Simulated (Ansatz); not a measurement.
# Optical response of SrLi2SnS4

Aim: the dielectric function of SrLi2SnS4, and the optical constants that follow from it.

Main program and level: Ansatz 0.2.0; DFT, LDA, plane-wave PAW, default files, scalar-relativistic, independent-particle optical response without local fields.

## 1. The structure

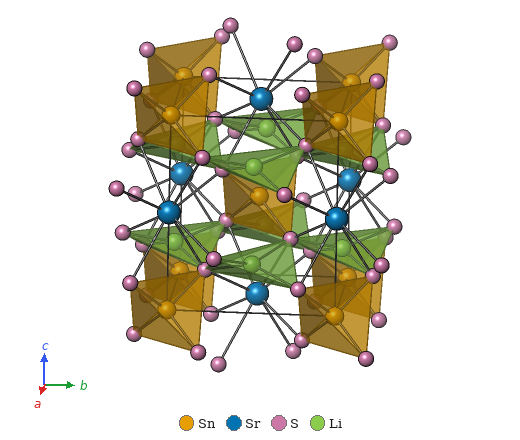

The cell as given, slightly off an axis (tin orange, strontium blue, sulfur pink, lithium green). This picture shows the conventional cell, with its axes. Some periodic images of atoms are drawn too.

## 2. Ground state and bands

The self-consistent density comes first; it also tells whether there is a gap, which decides the occupations and the need for a Drude term.

This step: DFT, LDA, plane-wave PAW, default files, scalar-relativistic, ground state (Ansatz 0.2.0).

Contents of input.yaml:

```yaml
crystal:
  lattice:
    - [-3.3295, 3.3295, 3.959]
    - [3.3295, -3.3295, 3.959]
    - [3.3295, 3.3295, -3.959]
  atoms:
    - { symbol: Sn, position: [0.0, 0.0, 0.0] }
    - { symbol: Sr, position: [0.5, 0.5, 0.0] }
    - { symbol: S, position: [0.37794, 0.96474, 0.0] }
    - { symbol: S, position: [0.62206, 0.62206, 0.5868] }
    - { symbol: S, position: [0.96474, 0.37794, 0.0] }
    - { symbol: S, position: [0.03526, 0.03526, 0.4132] }
    - { symbol: Li, position: [0.75, 0.25, 0.5] }
    - { symbol: Li, position: [0.25, 0.75, 0.5] }
kpoints:
  mp_grid: { grid: [5, 5, 5] }
  band_path:
    path:
      - [[0.0, 0.0, 0.0], [0.0, 0.0, 0.5], [-0.35363646, 0.35363646, 0.5], [-0.42681823, 0.42681823, 0.42681823], [0.0, 0.0, 0.0], [0.5, 0.5, -0.5], [0.42681823, 0.57318177, -0.42681823], [0.0, 0.5, 0.0], [0.25, 0.25, 0.25], [0.5, 0.5, -0.35363646], [0.5, 0.5, -0.5]]
      - [[0.0, 0.0, 0.5], [0.25, 0.25, 0.25]]
    npoints: 4
scf:
  occupations: { method: fermi_dirac, width: 0.05 }
  n_extra_bands: 12
hamiltonian:
  xc: lda
  pseudopotentials: { kind: paw }
output:
  forces: true
  stress: true
  populations: true
  write_bands: true
```

The run is started by

```console
> ansatz run input.yaml --threads 4 --pin off --max-ram 8192MiB --backend cpu --events-out ev --progress --plain --runs-dir out
```

Numbers of over 12 decimals in the logs are rounded to 6 here.

The program printed:

```text
scf.n_extra_bands = 12 over 27 filled bands (N_el = 54.0): the run solves 39 bands
Engine: ansatz 0.2.0, x86_64-unknown-linux-gnu
Pseudopotentials: kind: paw
Pseudopotential: Sn, paw, valence charge 14, recommended cutoff 420 eV (normal), Sn.paw.azcp
Pseudopotential: Sr, paw, valence charge 10, recommended cutoff 420 eV (normal), Sr.paw.azcp
Pseudopotential: S, paw, valence charge 6, recommended cutoff 420 eV (normal), S.paw.azcp
Pseudopotential: Li, paw, valence charge 3, recommended cutoff 420 eV (normal), Li.paw.azcp
Functional definition: SPW92
  exchange = slater_x
  correlation = pw_c
Crystal: 8 atoms, lattice volume = 175.551 Å³
Basis set: ecut = 420 eV, 3445 PW (Γ)
Bands: 39, of which v1, the nominal top of the filled ones, is band 27 counted from 1 (26 counted from 0)
Symmetry: 8 space group operations
Space group: I-42m (ITA 121), of the structure as read, at distance tolerance 5.6e-5 Å
k-points: 18 of 125 (time reversal used)
Non-local potential: Sn, projectors of the file, l = 0: 2, l = 1: 2, l = 2: 2, l = 3: 2
Non-local potential: Sr, projectors of the file, l = 0: 3, l = 1: 2, l = 2: 2
Non-local potential: S, projectors of the file, l = 0: 2, l = 1: 2, l = 2: 2
Non-local potential: Li, projectors of the file, l = 0: 3, l = 1: 2, l = 2: 1
PAW form: soft (Blöchl's): semilocal exchange-correlation on the pseudo side does not see the compensation charge
PAW frozen core: Sn, regenerated for the run's functional, and the local potential with it (the file was generated under x = pbe(κ = 0.804, μ = 0.219515), c = pbe(β = 0.066725))
PAW frozen core: Sr, regenerated for the run's functional, and the local potential with it (the file was generated under x = pbe(κ = 0.804, μ = 0.219515), c = pbe(β = 0.066725))
PAW frozen core: S, regenerated for the run's functional, and the local potential with it (the file was generated under x = pbe(κ = 0.804, μ = 0.219515), c = pbe(β = 0.066725))
PAW one-centre angular grid: Sn, 590 points (default); XC on 64 Gauss nodes
PAW one-centre angular grid: Sr, 110 points (default); XC on 64 Gauss nodes
PAW one-centre angular grid: S, 110 points (default); XC on 64 Gauss nodes
PAW one-centre angular grid: Li, 110 points (default); XC on 64 Gauss nodes
Initial density: superposition of atomic densities (neutral atoms: chi_scale 0, normalization atom), corrected by the library's trained network
Initial wavefunctions: pseudopotential atomic-orbital guess
Functional: x = slater, c = lda
SCF iter   1: F=—  HF=-13215.456547 eV  |F-HF|=—  |Δ(HF+E_count)|=         —  Δρ=6.26e-3  dr2=6.61e-2  ethr=1.77e-3  ⟨swp⟩=8.4  Hψ=3953  notcnv=0  defer=15
preconditioner: auto → Resta (q_TF=auto, 2.242 Å⁻¹)  ε∞=3.2  [insulator: Δε(μ)=2.468 eV  Ē_g=11.684 eV  σ=0.050 eV  W_gap=1.00  n_scr=26 (ndim 8)  ℏωp=17.3 eV  f_vac=0.016  D(μ)=0.00/eV (n_scr^D=0)  ε∞_Penn≈3.2]
SCF iter   2: F=—  HF=-13215.435480 eV  |F-HF|=—  |Δ(HF+E_count)|=   2.11e-2  Δρ=2.97e-3  dr2=1.24e-2  ethr=1.22e-4  ⟨swp⟩=2.0  Hψ=1399  notcnv=0  defer=66
SCF iter   3: F=—  HF=-13215.430584 eV  |F-HF|=—  |Δ(HF+E_count)|=   4.90e-3  Δρ=6.08e-4  dr2=6.03e-4  ethr=2.29e-5  ⟨swp⟩=2.0  Hψ=1043  notcnv=0  defer=66
SCF iter   4: F=—  HF=-13215.430494 eV  |F-HF|=—  |Δ(HF+E_count)|=   9.06e-5  Δρ=1.51e-4  dr2=4.70e-5  ethr=1.12e-6  ⟨swp⟩=2.6  Hψ=1070  notcnv=0  defer=66
SCF iter   5: F=—  HF=-13215.430569 eV  |F-HF|=—  |Δ(HF+E_count)|=   7.52e-5  Δρ=3.64e-5  dr2=3.17e-6  ethr=8.71e-8  ⟨swp⟩=2.6  Hψ=825  notcnv=0  defer=66
SCF iter   6: F=—  HF=-13215.430570 eV  |F-HF|=—  |Δ(HF+E_count)|=   1.01e-6  Δρ=1.08e-5  dr2=2.96e-7  ethr=5.88e-9  ⟨swp⟩=2.0  Hψ=1032  notcnv=0  defer=66
SCF iter   7: F=-13215.430570 eV  HF=-13215.430570 eV  |F-HF|=2.45e-9  |Δ(HF+E_count)|=   8.29e-8  Δρ=2.79e-6  dr2=2.24e-8  ethr=1.85e-10  ⟨swp⟩=12.0  Hψ=3864  notcnv=0
SCF 1 converged in 7 iterations: F = -13215.430570 eV  dr2 = 2.24e-8
  greatest PAW one-centre occupation: 1.000 electrons in one spin orbital (limit 2), on the Li atom at site 7 (counted from 0), in its partial waves of l = 0
NSCF: frozen V_eff on 46 k-points
SCF converged after 7 iterations
Free energy (F): -13215.430570 eV
Harris-Foulkes:  -13215.430570 eV  (|F-HF|=2.45e-9)
Internal energy: -13215.430570 eV  (E = F + TS)
E sigma→0 (E₀):  -13215.430570 eV
Fermi energy:    6.046241 eV
--- Per-component energies (eV) ---
  E_band       = -429.940398
  E_kinetic    = 907.844275
  E_local      = -2762.009985  (includes V_loc(G=0)·N_el)
  E_nonlocal   = 231.326735
  E_hartree    = 1142.195791
  E_xc         = -957.264033
  E_vxc        = -639.995131  (∫ρ·V_xc dr)
  E_paw        = -8909.440273  (= ΣΔE_a)
  E_vpaw       = -451.499258  (= ΣTr[D̂ρ^β])
  E_aug_tail   = 0.000042  (compensation charges beyond the density's cutoff)
  E_ewald      = -2869.414945
  E_core_change = 1.331824  (= ΣΔE_core)
  E_smearing   = -0.000000  (= −TS)
  E_closure    = 0.000000  (closes the sum)
  Σ components = -13215.430570   (vs F -13215.430570, Δ=0.00e0)
--- Forces (eV/Å), atoms counted from 1 ---
  atom   1  Sn     0.00000000     0.00000000     0.00000000
  atom   2  Sr    -0.00000000     0.00000000    -0.00000000
  atom   3  S     -0.16430905     0.16430905     0.21145038
  atom   4  S     -0.16430905    -0.16430905    -0.21145038
  atom   5  S      0.16430905    -0.16430905     0.21145038
  atom   6  S      0.16430905     0.16430905    -0.21145038
  atom   7  Li     0.00000000     0.00000000     0.00000000
  atom   8  Li     0.00000000    -0.00000000     0.00000000
  max |Σ_I F_I| component: 5.55e-17 eV/Å
--- Stress (GPa, compression-positive) ---
       -1.670068      -0.000000      -0.000000
        0.000000      -1.670068      -0.000000
        0.000000      -0.000000      -1.232064
  P = ⅓ Tr σ = -1.5241 GPa (-15.241 kbar)
--- Band table (eV; the first three rows and the last of 18) ---
  k-point 0: bands = [... 23 lower, 3.8117, 4.3577, 4.4389, 4.4389, 7.2972, 8.5510, 9.3039, 9.7032, ... 8 higher]
  k-point 1: bands = [... 23 lower, 4.0343, 4.0382, 4.2345, 4.2828, 7.6375, 8.4970, 8.8398, 9.6000, ... 8 higher]
  k-point 2: bands = [... 23 lower, 3.6396, 3.8184, 3.9087, 4.3217, 7.7576, 8.8432, 9.0609, 9.2624, ... 8 higher]
  k-point 17: bands = [... 23 lower, 3.4202, 4.2162, 4.3198, 4.6482, 7.4851, 8.8386, 8.8594, 9.2853, ... 8 higher]
--- Löwdin populations: 8 sites ---
  site symbol       q [e]
     0     Sn     13.2335
     1     Sr      8.3698
     2      S      6.7775
     3      S      6.7775
     4      S      6.7775
     5      S      6.7775
     6     Li      2.3806
     7     Li      2.3806
  spilling = 0.009732 (of n_electrons = 54.000000)
```

Wall time 15 s (4 threads of Intel Xeon at 2.50GHz (Skylake/Cascade Lake), shared host); peak memory 0.62 GiB; 53 s of CPU time.

Reading the cycles: dr2 is the Hartree energy of the density residual (eV), the measure of convergence; HF is the Harris–Foulkes estimate of the energy, which meets the free energy F at convergence.

Numbers from this step:

```
free energy                  : -13215.4306 eV
Fermi energy                 : 6.046 eV
gap by band count            : 2.530 eV
electrons                    : 54
symmetry operations          : 8
pressure                     : -1.524 GPa
gap on the k-mesh            : 2.530 eV
volume                       : 175.6 Å³
gap on the path              : 2.455 eV
least direct gap on the path : 2.455 eV
```

There is a gap, 2.45 eV on the path, so no carriers' term is needed. The cell is left with a pressure of -1.5 GPa and forces up to 0.31 eV/Å, as it stands unrelaxed at this level.

Electronic bands along the path, in eV, zero at the Fermi level; v1 is the highest filled band, c1 the lowest empty one:

```csv
point,v4,v3,v2,v1,c1,c2,c3,c4
Γ,-2.23,-1.69,-1.61,-1.61,1.25,2.50,3.26,3.66
X,-2.54,-2.33,-2.29,-1.74,1.78,2.93,3.19,3.37
Y,-2.68,-1.80,-1.76,-1.43,1.44,2.86,2.87,3.13
S,-2.75,-1.77,-1.72,-1.32,1.35,2.77,2.80,3.16
Γ,-2.23,-1.69,-1.61,-1.61,1.25,2.50,3.26,3.66
Z,-3.01,-1.71,-1.71,-1.22,1.24,2.74,2.74,3.11
S1,-2.75,-1.77,-1.72,-1.32,1.35,2.77,2.80,3.16
N,-2.47,-2.15,-1.90,-1.71,1.66,2.39,3.39,3.54
P,-2.58,-2.20,-2.09,-2.09,1.64,2.57,3.24,3.24
Y1,-2.68,-1.80,-1.76,-1.43,1.44,2.86,2.87,3.13
Z,-3.01,-1.71,-1.71,-1.22,1.24,2.74,2.74,3.11
jump to X,-2.54,-2.33,-2.29,-1.74,1.78,2.93,3.19,3.37
P,-2.58,-2.20,-2.09,-2.09,1.64,2.57,3.24,3.24
```

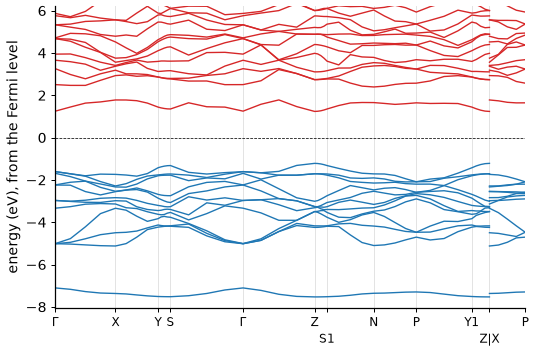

Electronic bands along the path; lines of filled and empty bands in two colours.

## 3. Spectrum

The spectrum is a sum over vertical transitions between filled and empty bands at the fixed density, so many empty bands are needed.

This step: DFT, LDA, plane-wave PAW, default files, scalar-relativistic, independent-particle optical response without local fields (Ansatz 0.2.0).

input.yaml, the sections that differ from step 2:

```yaml
kpoints:
  mp_grid: { grid: [5, 5, 5] }
scf:
  occupations: { method: fixed }
output:
  optics:
    e_range: [0, 14]
    de: 0.05
    sigma: 0.1
    nscf_kmesh: { grid: [6, 6, 6] }
    bands: { spectra_wanted_up_to: 14 }
# crystal, hamiltonian: as in step 2
```

The program printed:

```text
[...]
Crystal: 8 atoms, lattice volume = 175.551 Å³
Basis set: ecut = 420 eV, 3445 PW (Γ)
Bands: 35, of which v1, the nominal top of the filled ones, is band 27 counted from 1 (26 counted from 0)
Symmetry: 8 space group operations
[...]
k-points: 18 of 125 (time reversal used)
[...]
SCF iter   1: F=—  HF=-13215.457355 eV  |F-HF|=—  |Δ(HF+E_count)|=         —  Δρ=6.30e-3  dr2=6.76e-2  ethr=1.77e-3  ⟨swp⟩=6.0  Hψ=2561  notcnv=0  defer=99
[...]
SCF iter  10: F=-13215.430570 eV  HF=-13215.430570 eV  |F-HF|=1.82e-12  |Δ(HF+E_count)|=    0.00e0  Δρ=2.25e-8  dr2=1.19e-12  ethr=1.00e-12  ⟨swp⟩=12.9  Hψ=3527  notcnv=0
SCF 1 converged in 10 iterations: F = -13215.430570 eV  dr2 = 1.19e-12
[...]
NSCF: frozen V_eff on 30 k-points
[...]
output.optics: what the bands over the 78 summed would add to eps1, eps2 and the energy-loss function is held between a lower and an upper bound (8 Lanczos steps). eps1, eps2 and their loss function (loss_summed_bands) are given on every row as the summed bands alone make them. Along an axis, on a row where the two bounds hold the loss function to about 1 % of the greater of itself and 0.5 % of |1/eps|, its cell (loss_completed) is given, with the completed eps1 and eps2 that it is formed of (a cell that is left empty reads nan in the table and null in the record). The two bounds hold it so along every axis on all 281 rows up to 14.000 eV. [rest of the remark cut]
SCF converged after 10 iterations
Free energy (F): -13215.430570 eV
[...]
Internal energy: -13215.430570 eV  (E = F + TS)
E sigma→0 (E₀):  -13215.430570 eV
Fermi energy:    4.767256 eV
[...]
--- Band table (eV; the first three rows and the last of 18) ---
  k-point 0: bands = [... 23 lower, 3.8117, 4.3576, 4.4389, 4.4389, 7.2972, 8.5510, 9.3039, 9.7031, ... 4 higher]
  k-point 1: bands = [... 23 lower, 4.0342, 4.0381, 4.2345, 4.2828, 7.6375, 8.4970, 8.8398, 9.6000, ... 4 higher]
  k-point 2: bands = [... 23 lower, 3.6396, 3.8184, 3.9087, 4.3216, 7.7576, 8.8432, 9.0609, 9.2624, ... 4 higher]
  k-point 17: bands = [... 23 lower, 3.4202, 4.2162, 4.3198, 4.6482, 7.4851, 8.8385, 8.8593, 9.2853, ... 4 higher]
```

It took 2.3 min on 4 threads; peak memory 1.7 GiB.

Read-outs, printed or worked out from the files:

- electronic dielectric constant ε∞, mean over x, y and z (by symmetry where fewer were run): 6.038
- absorption onset, first axis (α over 10⁴ cm⁻¹, or the direct gap if that lies higher): 2.843 eV
- main peak of Im epsilon, first axis: 5.332 eV
- photocurrent from vertical transitions in a film 500 nm thick on a perfect mirror (two passes), AM1.5G, no front reflection, all carriers collected: 3.063 mA/cm²
- least direct gap on the mesh: 2.455 eV
- bands summed: 78
- spectra valid up to: 19.85 eV
- program's estimate of the k-sum error in Im epsilon: 0.04 %
- electrons in the f-sum: 37.45

The Im ε has structure finer than the step of the table below, so its rows give means over 1 eV, whole bins alone (the curve runs from 0 to 14 eV). Peaks (eV: height): E ∥ x or y 3.4: 8.21, 5.3: 12.1; E ∥ z 3.3: 5.41, 5.3: 10.8, 6.2: 10.4.

The Im ε by photon energy; means over each step:

```csv
photon energy (eV),E ∥ x or y,E ∥ z
2,4.6e-5,1.3e-5
3,2.81,2.03
4,4.38,3.33
5,8.90,8.70
6,8.67,9.54
7,6.44,7.47
8,4.25,3.77
9,3.25,2.77
10,2.91,2.37
11,2.38,2.21
12,1.22,1.40
13,0.744,0.816
```

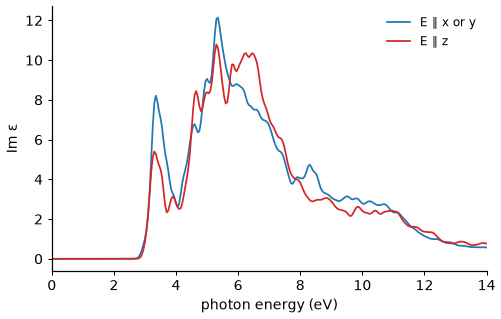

Im ε, plotted against photon energy.

Table of Re ε by photon energy:

| photon energy (eV) | E ∥ x or y | E ∥ z |
| --- | --- | --- |
| 0 | 6.12 | 5.87 |
| 1 | 6.32 | 6.05 |
| 2 | 7.13 | 6.74 |
| 3 | 11.3 | 10.3 |
| 4 | 6.81 | 7.74 |
| 5 | 7.53 | 7.35 |
| 6 | 1.44 | 3.43 |
| 7 | -1.14 | -2.07 |
| 8 | -0.558 | -2.11 |
| 9 | -1.07 | -1.21 |
| 10 | -0.899 | -0.761 |
| 11 | -1.34 | -0.890 |
| 12 | -1.26 | -0.942 |
| 13 | -0.750 | -0.461 |
| 14 | -0.286 | -0.294 |

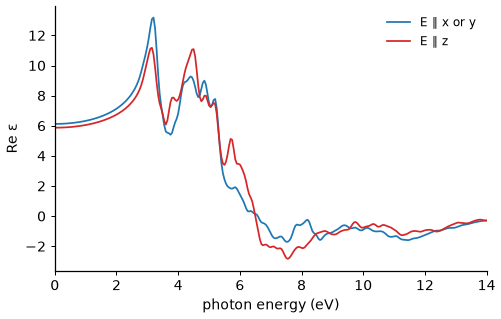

Re ε against photon energy.

Table of refractive index n and extinction k by photon energy:

```csv
photon energy (eV),"n, E ∥ x or y","k, E ∥ x or y","n, E ∥ z","k, E ∥ z"
0,2.47,0,2.42,0
1,2.51,0,2.46,0
2,2.67,0,2.60,0
3,3.36,0.152,3.22,0.134
4,2.66,0.525,2.83,0.494
5,3.11,1.46,3.04,1.38
6,2.27,1.93,2.61,1.84
7,1.68,1.99,1.63,2.17
8,1.33,1.53,1.06,1.80
9,1.05,1.47,0.981,1.47
10,1.01,1.38,0.939,1.28
11,0.823,1.42,0.916,1.31
12,0.471,1.22,0.599,1.14
13,0.382,0.947,0.477,0.830
14,0.419,0.679,0.513,0.747
```

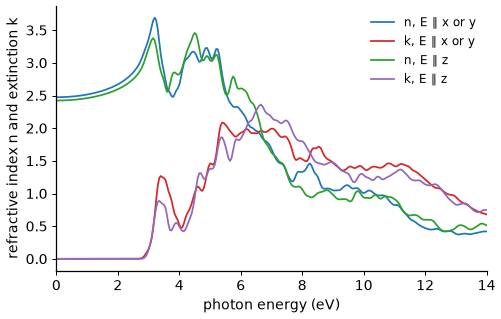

Refractive index n and extinction k against photon energy.

The loss function −Im 1/ε at q → 0 by energy loss; read off at these points:

```csv
energy loss (eV),E ∥ x or y,E ∥ z
2,0,0
3,0.00798,0.00804
4,0.0515,0.0412
5,0.0653,0.0675
6,0.111,0.0924
7,0.145,0.131
8,0.242,0.200
9,0.289,0.294
10,0.325,0.378
11,0.322,0.365
12,0.396,0.496
13,0.666,0.944
14,1.40,1.14
```

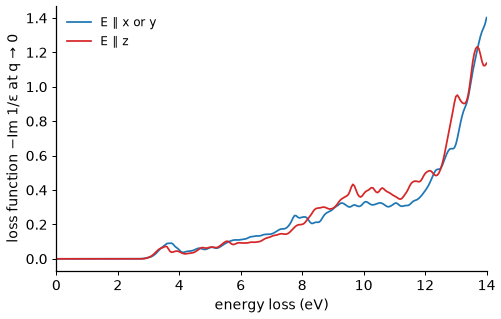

Loss function −Im 1/ε at q → 0 against energy loss.

Values under 1 per cm are given as 1. The absorption coefficient by photon energy:

| photon energy (eV) | E ∥ x or y (1/cm) | E ∥ z (1/cm) |
| --- | --- | --- |
| 0.00 | 1 | 1 |
| 1.00 | 1 | 1 |
| 2.00 | 1 | 1 |
| 3.00 | 46255 | 40838 |
| 4.00 | 2.1e5 | 2.0e5 |
| 5.00 | 7.4e5 | 7.0e5 |
| 6.00 | 1.2e6 | 1.1e6 |
| 7.00 | 1.4e6 | 1.5e6 |
| 8.00 | 1.2e6 | 1.5e6 |
| 9.00 | 1.3e6 | 1.3e6 |
| 10.00 | 1.4e6 | 1.3e6 |
| 11.00 | 1.6e6 | 1.5e6 |
| 12.00 | 1.5e6 | 1.4e6 |
| 13.00 | 1.2e6 | 1.1e6 |
| 14.00 | 9.6e5 | 1.1e6 |

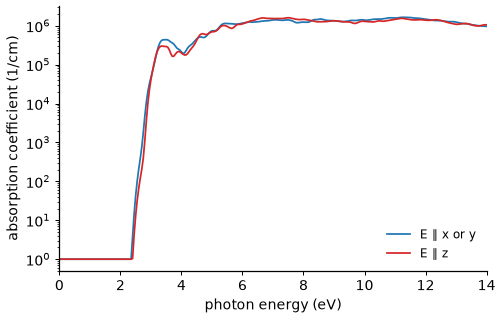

Absorption coefficient against photon energy.

From ε follow the optical constants at some laser and lamp lines:

```csv
wavelength (nm),n xy,k xy,R (%) xy,1/α xy,n z,k z,R (%) z,1/α z
1064,2.53,0.000,18.8,over 1 mm,2.47,0.000,18.0,over 1 mm
800,2.58,0.000,19.5,over 1 mm,2.52,0.000,18.6,over 1 mm
633,2.66,0.000,20.6,over 1 mm,2.59,0.000,19.6,over 1 mm
450,3.04,0.007,25.5,4.8 µm,2.90,0.002,23.8,21 µm
405,3.47,0.234,30.8,137 nm,3.30,0.242,28.9,133 nm
365,3.13,1.266,32.9,23 nm,2.88,0.867,27.1,34 nm
308,2.71,0.499,22.7,49 nm,2.85,0.474,24.2,52 nm
```

Rows near the edge hang on the gap, which this functional as a rule makes too small, and phonon-assisted absorption is left out.

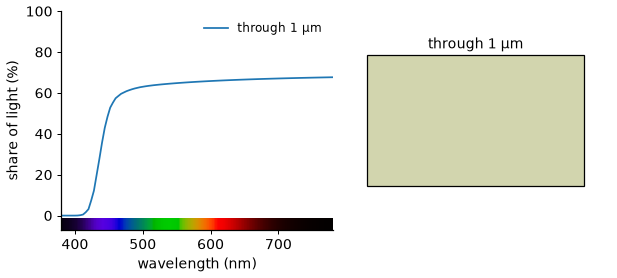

Light through 1 µm across the visible range, with the colour that it makes of daylight (sRGB).

Through 1 µm of it, D65 light comes out yellow-green (x = 0.338, y = 0.375; 65 % transmitted). A larger true gap would move the edge to shorter wavelengths and change the colour.

At 1064 nm the birefringence n(z) − n(x) is -0.057: the crystal is uniaxial negative at this level.

The f-sum over the summed bands holds 37.4 of the cell's 54 electrons outside the frozen cores, 30 of which lie in bands more than 12 eV below the Fermi level, whose transitions come at higher energies. Up to 14 eV the strength has a mean oscillator energy of 6.4 eV, close to the main peak.

## 4. Results

```yaml
gap_on_the_path: 2.45 eV
least_direct_gap_on_the_path: 2.45 eV
electronic_dielectric_constant_eps_infinity_mean_over_x_y_and_z_by_symmetry_where_fewer_were_run_independent_particles: 6.04
absorption_onset_first_axis_alpha_over_1e4_cm_minus1_or_the_direct_gap_if_that_lies_higher: 2.84 eV
main_peak_of_im_epsilon_first_axis: 5.33 eV
photocurrent_from_vertical_transitions_in_a_film_500_nm_thick_on_a_perfect_mirror_two_passes_am1p5g_no_front_reflection_all_carriers_collected: 3.06 mA/cm²
```

**Reading.** At this level (LDA, independent particles) SrLi2SnS4 has a mean ε∞ = 6.04 and n = 2.50 at 1550 nm (E ∥ x); absorption sets in near 2.8 eV, and Im ε peaks at 5.3 eV (E ∥ x). The gap on the path is direct, 2.45 eV. The absorption coefficient passes 10⁴ cm⁻¹ at 2.84 eV, inside the visible range. Distinct maxima of Im ε, read by a parabola through the highest points, lie at 3.35 eV (8.2), 5.33 eV (12) and 8.30 eV (4.7) for E ∥ x or y. The static values by axis are 6.12 (xy), 5.87 (z). The f-sum over the summed bands holds 37.4 of the cell's 54 electrons outside the frozen cores, 30 of which lie in bands more than 12 eV below the Fermi level, whose transitions come at higher energies. Up to 14 eV the strength has a mean oscillator energy of 6.4 eV, close to the main peak. Through 1 µm of it, D65 light comes out yellow-green (x = 0.338, y = 0.375; 65 % transmitted). A larger true gap would move the edge to shorter wavelengths and change the colour. At 1064 nm the birefringence n(z) − n(x) is -0.057: the crystal is uniaxial negative at this level. Excitons and phonon-assisted transitions are missing, and so are local fields; LDA gaps are as a rule too small, which pulls the onset down and ε∞ up. In the base run ε includes the program's bounded estimate of what the bands above those summed add. Spin-orbit coupling is left out although heavy atoms are present.

[Logs are printed without paths, hosts, clocks, repeated set-up lines and the standing remarks that a program may print on its own settings, such as how far it seeks lower states.]

[Hosts, paths, dates, database ids (printed as entryN), source tags and the programs' standing remarks are cut or masked in the printed files.]
